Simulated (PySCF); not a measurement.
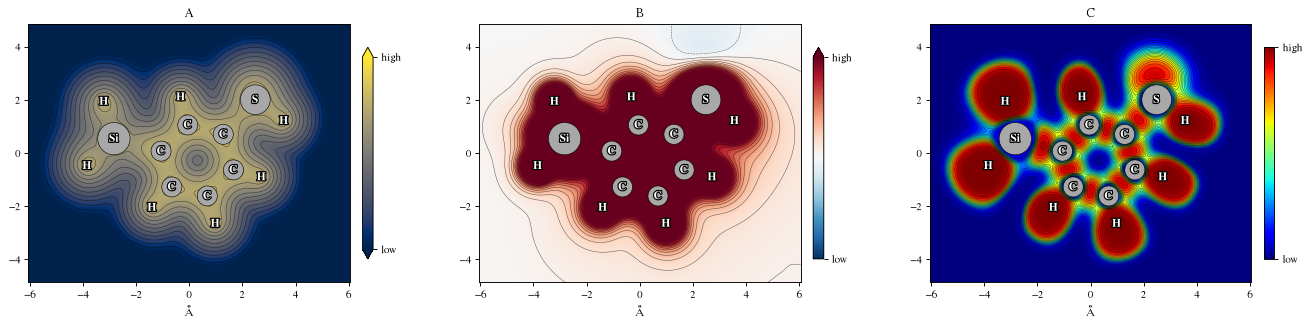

C$_{6}$H$_{7}$SSi (SMILES [SiH2]c1cccc(S)c1) (doublet): 3 fields on the molecular plane, with unlabelled colour scales. Grey discs cover the atomic cores.

Geometry: GFN2-xTB.

The calculation used PySCF, UKS B3LYP, pcH-1 on C H S Si, non-relativistic, mean-field spin-orbit, GIAO.

Which field does each panel show? The fields are: electron density, electron localisation function and electrostatic potential.

Answer. Panel A: electron density. Panel B: electrostatic potential (strongly positive close to the atoms and fading to about zero outside). Panel C: electron localisation function. From the grid: C–C (1.38 Å): ρ at the midpoint is about 2.1 e/Å³; the ELF peaks at about 0.95 between the atoms (localised, covalent bonding). C–S (1.77 Å): ρ at the midpoint is about 1.3 e/Å³; the ELF peaks at about 0.95 between the atoms (a covalent bond).
